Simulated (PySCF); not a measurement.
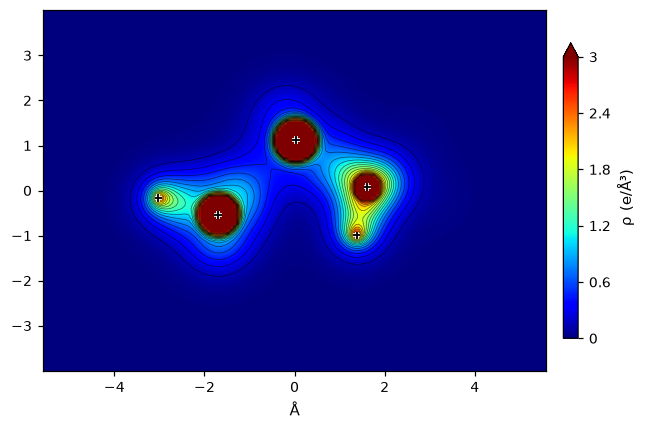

The electron density on a plane through atoms (crosses mark nuclei in the plane).

These are results of PySCF 2.14.0, PBE0/pcSseg-1, SCF density, gas phase, non-relativistic, not measurements.

Candidates:
A. C₄H₇BF₂ (SMILES CC1(B(F)F)CC1)
B. C₂H₁₀PSi (SMILES CC[SiH2][PH3+]) (charge +1)
C. C₅ (SMILES [C]=C=C=C=[C])

Q: Which system is this?

A: Candidate B: C₂H₁₀PSi on the plane of atoms Si3, P4 and H12, which holds C, Si, P and H. C–Si (1.91 Å): ρ is about 0.92 e/Å³ halfway. Si–P (2.39 Å): ρ is about 0.57 e/Å³ halfway, with its minimum of 0.45 e/Å³ about 0.8 Å from Si.
